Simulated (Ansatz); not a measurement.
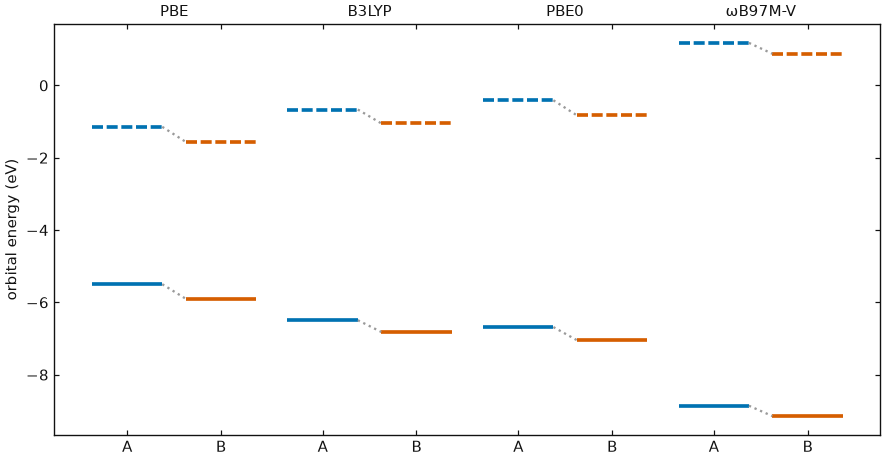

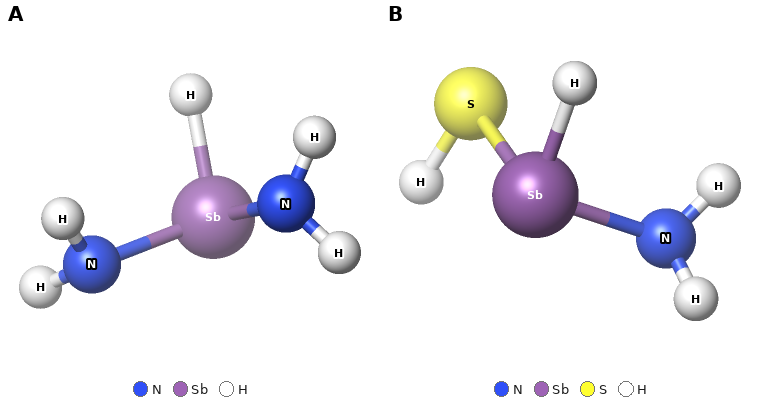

One change: A, SbN₂H₅ (SMILES [NH2][SbH][NH2]), becomes B, SbNH₄S (SMILES [NH2][SbH][SH]). NH₂ on Sb is replaced by SH. HOMO (solid) and LUMO (dashed) computed in def2-TZVPP at PBE0-D4/def2-TZVP geometries, both minima by their frequencies, gas phase, the Ansatz code 0.2.0. Empty levels above zero depend strongly on the basis.

**What does the change do to HOMO and LUMO?**

PBE: the HOMO falls by 0.40 eV, the LUMO falls by 0.42 eV, and the separation goes from 4.35 to 4.34 eV. B3LYP: the HOMO falls by 0.32 eV, the LUMO falls by 0.38 eV, and the separation goes from 5.83 to 5.77 eV. PBE0: the HOMO falls by 0.36 eV, the LUMO falls by 0.42 eV, and the separation goes from 6.27 to 6.22 eV. ωB97M-V: the HOMO falls by 0.29 eV, the LUMO falls by 0.30 eV, and the separation goes from 10.03 to 10.02 eV.

**Do the functionals agree on the effect?**

They agree on the direction for both levels; the HOMO shift lies between −0.40 and −0.29 eV and the LUMO shift between −0.42 and −0.30 eV, while the separations themselves differ by up to 5.7 eV between functionals.

Caveats: core potentials past krypton; spin-orbit coupling is left out, and with Sb it can shift these values.
